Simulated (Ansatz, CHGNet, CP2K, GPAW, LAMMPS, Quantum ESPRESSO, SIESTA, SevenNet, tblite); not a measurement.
## Liquid (Cs,Na,Li)Cl at 1200 K (74 atoms): runs against a plane-wave reference

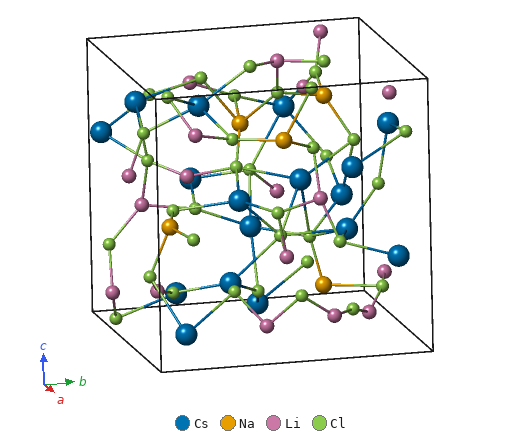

The cell (caesium blue, sodium orange, lithium pink, chlorine green). Bonds to atoms that aren't drawn are left out. Some periodic images of atoms are drawn too.

Density of this cell: 2.24 g/cm³. The cell holds 74 atoms: 16 Cs, 5 Na, 16 Li and 37 Cl. Its edges and angles: a = 13.948 Å, b = 13.948 Å, c = 13.948 Å, α = 90.0°, β = 90.0°, γ = 90.0°. 74 atoms (16 Cs, 5 Na, 16 Li, 37 Cl) placed at random at 2.24 g/cm³, melted at 1800 K for 10 ps at fixed volume with the Lennard-Jones and Coulomb ion parameters for SPC/E (Joung and Cheatham, J. Phys. Chem. B 112, 9020 (2008)), full charges. Snapshot at the end of a hold of 20 ps at 1200 K and fixed volume.

Geometry: as built.

The reference, a calculation:

* method: Kohn-Sham DFT, PBE, PAW, plane waves (Ansatz 0.2.0); cutoff 420 eV, Γ point, fermi-dirac smearing of 0.05 eV; PAW set soft_2
* r.m.s. force component: 0.4728 eV/Å
* longest force: 1.917 eV/Å
* pressure: 0.3406 GPa
* gap (highest filled to lowest empty level): 3.663 eV
* SCF cycles: 7
* time: 14 s on 8 threads of Arm Neoverse V2, shared host
* CPU time: 1.7 min

Runs, in no order:
A. CP2K PBE, SZV-MOLOPT-SR, 1200/60 Ry, OT DIIS: Kohn-Sham DFT, PBE, GTH-PBE pseudopotentials, Gaussian and plane waves, SZV-MOLOPT-SR-GTH, orbital transformation
B. CP2K PBE, DZVP-MOLOPT-SR, 1200/60 Ry, OT DIIS: Kohn-Sham DFT, PBE, GTH-PBE pseudopotentials, Gaussian and plane waves, DZVP-MOLOPT-SR-GTH, orbital transformation
C. QE PBE, sssp-1.3.0-efficiency, 45/360 Ry: Kohn-Sham DFT, PBE, SSSP efficiency 1.3.0 pseudopotentials, plane waves
D. CP2K PBE, DZVP-MOLOPT-SR, 420/60 Ry, OT DIIS: Kohn-Sham DFT, PBE, GTH-PBE pseudopotentials, Gaussian and plane waves, DZVP-MOLOPT-SR-GTH, orbital transformation

Q: Order them from the smallest to the largest r.m.s. force difference.

C, B, D, A.

| run | Δ force, r.m.s. (meV/Å) | share of r.m.s. force (%) | CPU time |
| --- | --- | --- | --- |
| C. QE PBE, sssp-1.3.0-efficiency, 45/360 Ry | 7.43 | 1.57 | 18 min |
| B. CP2K PBE, DZVP-MOLOPT-SR, 1200/60 Ry, OT DIIS | 67.0 | 14.2 | 18 min |
| D. CP2K PBE, DZVP-MOLOPT-SR, 420/60 Ry, OT DIIS | 111 | 23.5 | 8.5 min |
| A. CP2K PBE, SZV-MOLOPT-SR, 1200/60 Ry, OT DIIS | 275 | 58.2 | 14 min |

The network of bonds at the start is that of the classical potential that made the cell, and needn't be the one that DFT or experiment would give. The electronic-structure runs sample only Γ, in a cell whose shortest periodic width is 14 Å.

[Hosts, paths, dates, database ids (printed as entryN), source tags and the programs' standing remarks are cut or masked in the printed files.]
